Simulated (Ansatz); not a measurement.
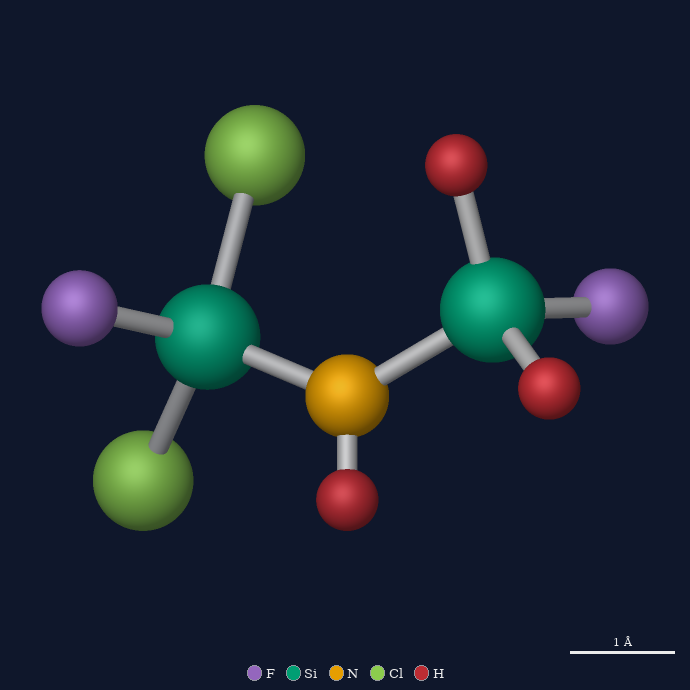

The picture shows the input geometry.

Ansatz 0.2.0 input:

```yaml
crystal:
  periodic: [false, false, false]
  atoms:
    - {symbol: F, position_ang: [-2.037081, 1.021867, 1.174548]}
    - {symbol: Si, position_ang: [-0.686367, 1.383108, 0.406179]}
    - {symbol: N, position_ang: [-0.168641, 0.081996, -0.596619]}
    - {symbol: Si, position_ang: [0.803341, -1.258417, -0.238857]}
    - {symbol: F, position_ang: [2.299884, -1.051716, -0.706423]}
    - {symbol: Cl, position_ang: [0.130436, -2.898859, -1.219580]}
    - {symbol: Cl, position_ang: [0.846881, -1.555675, 1.761434]}
    - {symbol: H, position_ang: [0.343056, 1.657784, 1.425661]}
    - {symbol: H, position_ang: [-0.984536, 2.535001, -0.470863]}
    - {symbol: H, position_ang: [-0.546982, 0.084930, -1.535479]}
basis:
  gaussian: {orbitals: def2-TZVPP}
hamiltonian: {xc: {name: wB97M-V}}
output: {forces: true, orbitals: {seedname: orbitals}}
```

Command:

```sh
ansatz run in.yaml --threads 2 --pin off --events-out ev --progress --plain --max-ram 31744MiB --backend cuda --devices 0, --max-vram 18GiB
```

Result:

```
Functional definition: wB97M-V
  name "wB97M-V"
  cite "Mardirossian & Head-Gordon, J. Chem. Phys. 144, 214110 (2016) doi:10.1063/1.4952647"
  cite "Becke, J. Chem. Phys. 107, 8554 (1997) doi:10.1063/1.475007"
  cite "Vydrov & Van Voorhis, J. Chem. Phys. 133, 244103 (2010) doi:10.1063/1.3521275"
  # Of w^i u^j: cxij and so on, Table III.
  parameter omega = 0.3/bohr
  parameter cx = 0.15
  parameter cx01 = 1.007
  parameter cx10 = 0.259
  parameter css00 = 0.443
  parameter css04 = -1.437
  parameter css10 = -4.535
  parameter css20 = -3.390
  parameter css43 = 4.278
  parameter cos00 = 1.000
  parameter cos10 = 1.358
  parameter cos20 = 2.924
  parameter cos21 = -8.812
  parameter cos60 = -1.390
  parameter cos61 = 9.142
  parameter b = 6.0
  parameter c = 0.01
  gx(w, u) = 1 - cx + cx01*u + cx10*w
  gss(w, u) = css00 + css04*u^4 + css10*w + css20*w^2 + css43*w^4*u^3
  gos(w, u) = cos00 + cos10*w + (cos20 + cos21*u)*w^2 + (cos60 + cos61*u)*w^6
  exchange = spin_sum(e_x_unif_sr(omega)*gx(b97_w, b97_u_x)) + cx*exact_x_sr(omega) + exact_x_lr(omega)
  correlation = spin_sum(e_c_pw_mod_same_spin*gss(b97_w, b97_u_same))
      + integral(e_c_pw_mod_opposite_spin*gos(b97_w_opposite, b97_u_opposite)) + vv10(b, c)
1846 factors; their error is unknown
331 factors; integrals over basis functions are off by at most 2.0e-5 eV
mean field evaluation 1: about -47775.8229 eV, gradient 6.3e1 eV
mean field evaluation 2: about -47775.8232 eV, gradient 6.5e1 eV
mean field evaluation 4: about -47782.2178 eV, gradient 1.9e0 eV
mean field evaluation 8: about -47782.2380 eV, gradient 3.9e-2 eV
mean field evaluation 16: about -47782.2899 eV, gradient 5.6e-5 eV
mean field -47782.28994184 eV, -1755.9667673633 hartree, gradient 2.2e-5 eV, S^2 0.000000; 0 other end points of the search recorded, 0 dependent functions left out
the calculation of the forces begins
reference -47782.28999383 eV, -1755.9667692738 hartree; 45, 45 occupied and 258, 258 virtual orbitals, 1846 factors
Total energy: -47782.28999383 eV, -1755.9667692738 hartree
Atom 0 at    -2.037081     1.021867     1.174548 Å, force    -0.109506    -0.036225     0.065578 eV/Å
Atom 1 at    -0.686367     1.383108     0.406179 Å, force     0.197541     0.217968    -0.036821 eV/Å
Atom 2 at    -0.168641     0.081996    -0.596619 Å, force    -0.018663    -0.008520    -0.045313 eV/Å
Atom 3 at     0.803341    -1.258417    -0.238857 Å, force    -0.104374     0.019597     0.015777 eV/Å
Atom 4 at     2.299884    -1.051716    -0.706423 Å, force     0.132957     0.018464    -0.038880 eV/Å
Atom 5 at     0.130436    -2.898859    -1.219580 Å, force    -0.015347    -0.038310    -0.019959 eV/Å
Atom 6 at     0.846881    -1.555675     1.761434 Å, force    -0.004894    -0.002352     0.055535 eV/Å
Atom 7 at     0.343056     1.657784     1.425661 Å, force    -0.118967    -0.035862    -0.120425 eV/Å
Atom 8 at    -0.984536     2.535001    -0.470863 Å, force     0.036411    -0.138594     0.109533 eV/Å
Atom 9 at    -0.546982     0.084930    -1.535479 Å, force     0.004843     0.003834     0.014975 eV/Å
Dipole moment:    -0.064166     0.228251    -0.271255 e Å
```
